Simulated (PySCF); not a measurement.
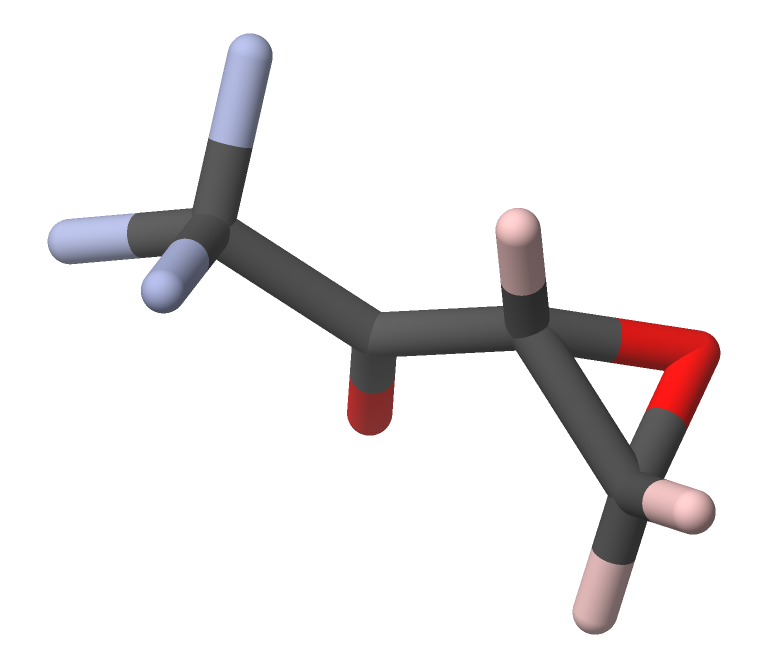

Rendered structure (stick style). Colours: oxygen red, carbon dark grey, fluorine light blue, hydrogen pink.

The geometry was computed by an optimisation with GFN2-xTB. No frequency run is at hand to confirm it as a minimum.

> What is the molecular formula?

C4H3F3O2, 12 atoms: 4 carbon, 3 hydrogen, 3 fluorine and 2 oxygen.

> Which point group does it belong to?

C1.

> Does it have rings?

Independent rings (smallest set): 1 of 3 members.

More results for the same structure follow; atom numbers are the same in all pictures, views and colours differ.

### Electronic properties

No frequency run is at hand to confirm it as a minimum. Level of theory: PBE0/def2-SVPD, gas phase (PySCF 2.14.0). Excitations: vertical, linear response.

> What is the HOMO energy (Kohn–Sham orbital)?

−8.56 eV.

> Give the HOMO–LUMO gap at this level.

6.25 eV.

> Estimate the brightest of the 6 lowest singlets.

6.60 eV.

> Give the lowest vertical singlet excitation at this level.

4.10 eV.

### Quadrupole coupling

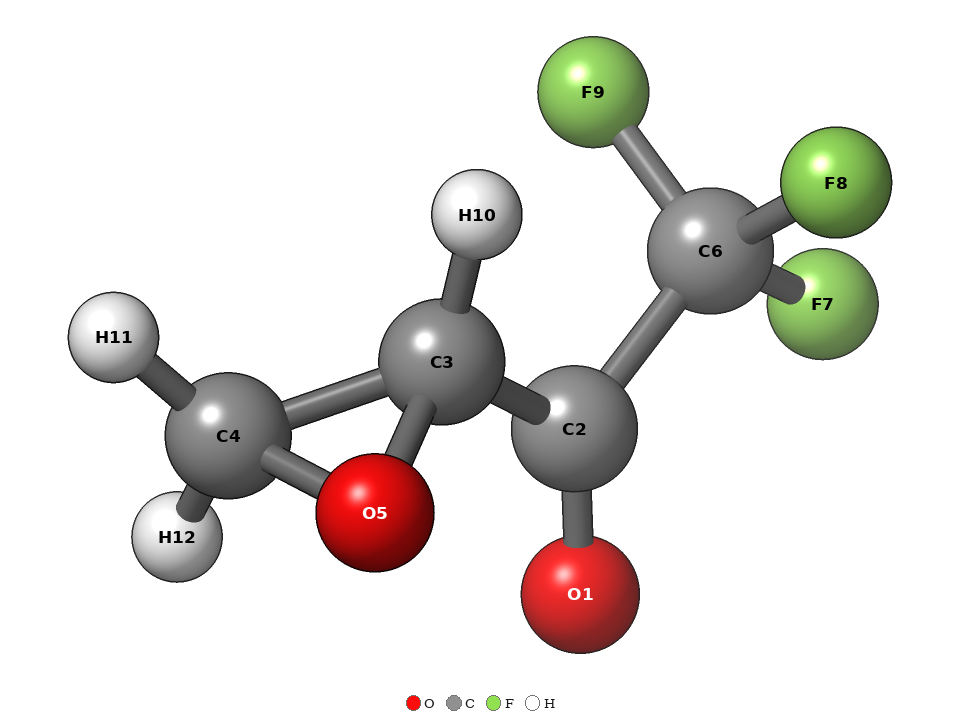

No frequency run is at hand to confirm it as a minimum. Electric field gradients from the ground-state density, PBE0/pcSseg-1 (PySCF 2.14.0), non-relativistic apart from any core potentials.

Give the largest field-gradient component, the quadrupole coupling constant and the asymmetry for 17O at O1 (Q = −25.6 mb), 17O at O5 (Q = −25.6 mb).

```
atom  V_zz (a.u.)  e²qQ/h (MHz)     η
  O1       −2.004         12.06  0.59
  O5       −2.344         14.10  0.13
```

### Dipole moment

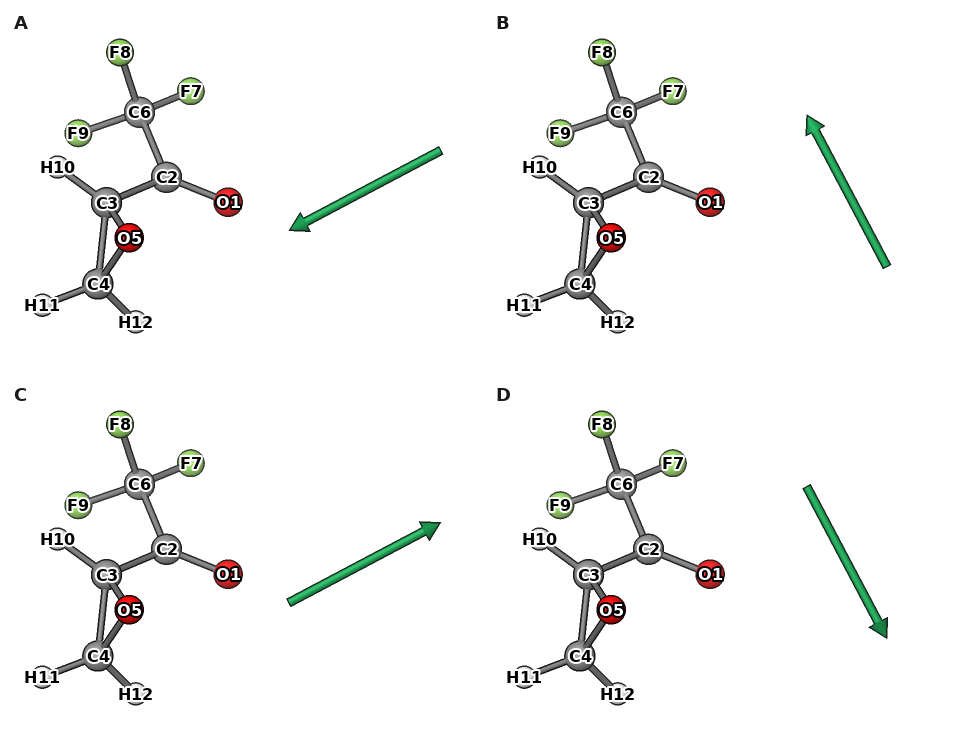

The same molecule four times, each with an arrow. No frequency run is at hand to confirm it as a minimum. Level of theory: PBE0/pcSseg-1, gas phase (PySCF 2.14.0).

> Which arrow points along the dipole moment, from the negative to the positive end?

A. The dipole moment is 2.91 D; it points from the side of F7 to the side of H11 (the outermost atoms at the two ends).
